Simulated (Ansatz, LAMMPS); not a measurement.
**What do other settings change for Li+ BF4- in acetonitrile and dimethyl sulfoxide at 350 K (156 atoms)?**

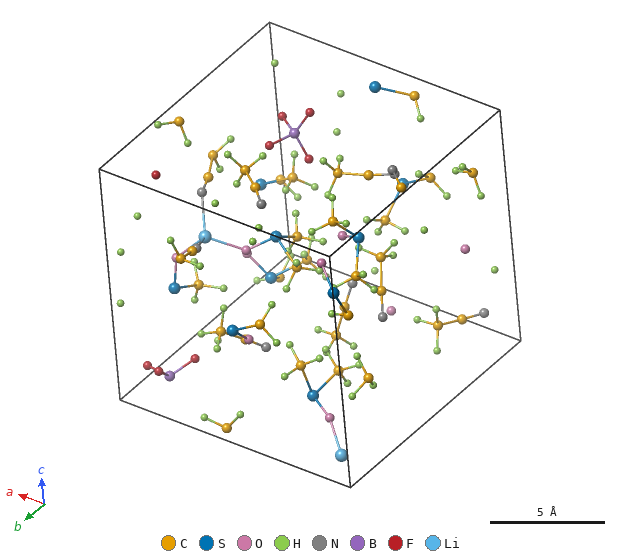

The cell (carbon orange, sulfur blue, oxygen pink, hydrogen green, nitrogen grey, boron purple, fluorine red, lithium blue). Bonds to atoms that aren't drawn are left out. Some periodic images of atoms are drawn too.

Density of this cell: 1.04 g/cm³. The cell holds 156 atoms: 36 C, 9 S, 9 O, 81 H, 9 N, 2 B, 8 F and 2 Li. Cell: a = 12.645 Å, b = 12.645 Å, c = 12.645 Å, α = 90.0°, β = 90.0°, γ = 90.0°. 9 acetonitrile, 9 dimethyl sulfoxide, 2 Li+, 2 BF4- placed at random, at 1.03 g/cm³; overlaps pushed apart, then 10 ps at 550 K with stiff harmonic cages for PF6 and BF4 with UFF radii; Joung-Cheatham ions (J. Phys. Chem. B 112, 9020 (2008)); MMFF94 bonds, angles, torsions, charges and radii (Halgren, J. Comput. Chem. 17, 490 (1996)) in harmonic and 12-6 forms; charges of ions scaled by 0.8. Snapshot after 30 ps at 350 K and fixed volume.

Geometry: as built.

Reference run: Kohn-Sham DFT, PBE+D3(BJ), PAW (set soft_2), plane waves (Ansatz 0.2.0), cutoff 750 eV, Γ point, gaussian smearing of 0.025 eV.

```
r.m.s. force component                           : 0.9387 eV/Å
gap (highest filled to lowest empty level) : 3.733 eV
SCF cycles                                       : 12
time                                             : 36 s on 4 threads of Arm Neoverse V2, shared host
```

**Question.** The same geometry is run again with each of these changes. How far do the results move, and how long does each run take?
- support functions medium
- support functions low
- support functions medium, radius 3.51 Å
- support functions medium, radius 3.8 Å
- support functions medium, radius 4.05 Å
- support functions medium, radius 4.34 Å
- support functions medium, radius 4.88 Å

Differences are against the run with plane waves at 750 eV (Kohn-Sham DFT, PBE+D3(BJ), PAW (set soft_2), plane waves), whose r.m.s. force component is 0.939 eV/Å. Energies are set beside the reference only for runs with its functional, potentials and electron count. Times are for 4 threads of Arm Neoverse V2, shared host.

| run | Δ force, r.m.s. (meV/Å) | share of r.m.s. force (%) | Δ energy (meV/atom) | Δ gap (eV) | cycles | time | host memory (GiB) |
| --- | --- | --- | --- | --- | --- | --- | --- |
| reference | - | - | - | - | 12 | 36 s | 5.4 |
| support functions medium | 0.735 | 0.0783 | -0.439 | -5.0e-4 | 16 | 2.1 min | 5.1 |
| support functions low | 0.848 | 0.0904 | -0.437 | -0.0013 | 14 | 1.8 min | 4.6 |
| support functions medium, radius 3.51 Å | 0.784 | 0.0835 | -0.439 | -5.0e-4 | 16 | 2 min | 5.0 |
| support functions medium, radius 3.8 Å | 0.726 | 0.0773 | -0.439 | -4.0e-4 | 16 | 2.3 min | 5.4 |
| support functions medium, radius 4.05 Å | 0.683 | 0.0728 | -0.439 | -3.0e-4 | 16 | 2.9 min | 5.8 |
| support functions medium, radius 4.34 Å | 0.634 | 0.0676 | -0.439 | -2.0e-4 | 16 | 3.5 min | 6.4 |
| support functions medium, radius 4.88 Å | 0.608 | 0.0647 | -0.439 | -3.0e-4 | 16 | 5.4 min | 7.0 |

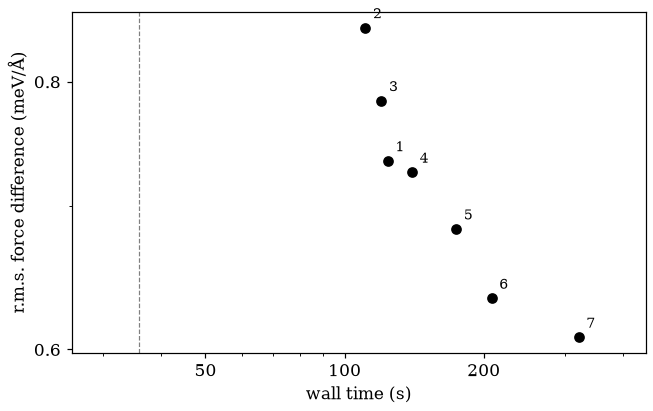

Force difference from the reference against wall time; the dashed line marks the reference's time. Points: 1 support functions medium; 2 support functions low; 3 support functions medium, radius 3.51 Å; 4 support functions medium, radius 3.8 Å; 5 support functions medium, radius 4.05 Å; 6 support functions medium, radius 4.34 Å; 7 support functions medium, radius 4.88 Å.

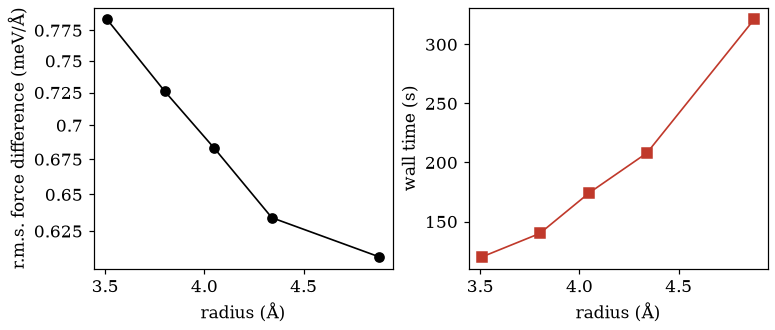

Force difference and time against the radius.

Among numerical settings the force difference runs from 0.61 meV/Å (support functions medium, radius 4.88 Å) to 0.85 meV/Å (support functions low). At 156 atoms the fastest of the runs at a preset level, support functions low, takes 3.1 times the time of plane waves, in 14 SCF cycles against 12. Differences between support functions and plane waves include what basis error the plane-wave run still has. As the radius goes from 3.51 to 4.88 Å, the force difference goes from 0.78 to 0.61 meV/Å, and the time from 2 min to 5.4 min. 

[Logs are printed without paths, hosts, clocks, repeated set-up lines and the standing remarks that a program may print on its own settings, such as how far it seeks lower states.]

[Hosts, paths, dates, database ids (printed as entryN), source tags and the programs' standing remarks are cut or masked in the printed files.]

[The MMFF94 radii named for the starting cell were scaled by 0.96; in molecules described by MMFF94, hydrogen bound to N, O or S took a small fixed 12-6 site in their place.]
